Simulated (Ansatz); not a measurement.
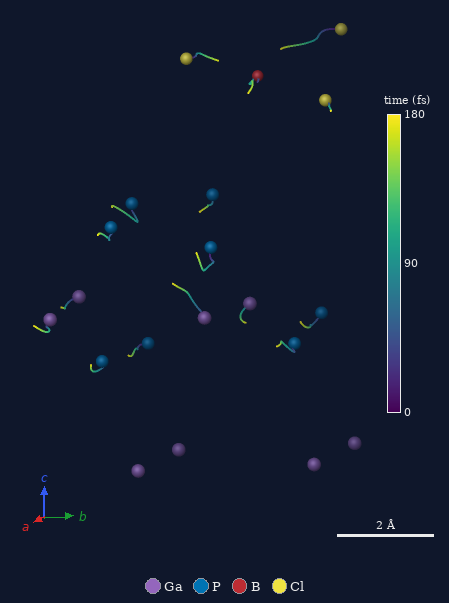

First-principles dynamics of BCl3 on GaP(001) (20 atoms in the cell), 180 fs long. Lines trace each atom's path, coloured by time; spheres stand at the starting positions. Fixed atoms have no trace. Seen slightly off an axis in the simulation cell, with the vacuum cut short.

These are results of DFT PBE-D3(BJ), scalar-relativistic, plane waves, PAW in Ansatz 0.2.0, not measurements. Set-up: plane-wave cutoff 420 eV; k-point mesh 3 × 3 × 1; Fermi-Dirac smearing 0.1 eV; low-accuracy preset; 4 atoms held fixed; constant energy (NVE); velocities drawn for 600 K; time step 1 fs.

### What do the traces tell about the motion?

In the second half of the run the atoms are, in the root-mean-square, this far from where they began (common drift taken out): Cl 0.81 Å, Ga 0.56 Å, P 0.39 Å, B 0.27 Å. The run lasts only 180 fs, too short to tell vibration from diffusion.

Limits of the set-up: the program's low-accuracy preset was used; the periodic images lie only 7.7 Å apart, so the values are limited by the cell's size.

Cost: 19 min on 4 threads of Intel(R) Xeon(R) Platinum 8259CL CPU @ 2.50GHz (Skylake/Cascade Lake), on a shared host, peak memory 2.3 GiB.

PAW datasets: the set soft_1.
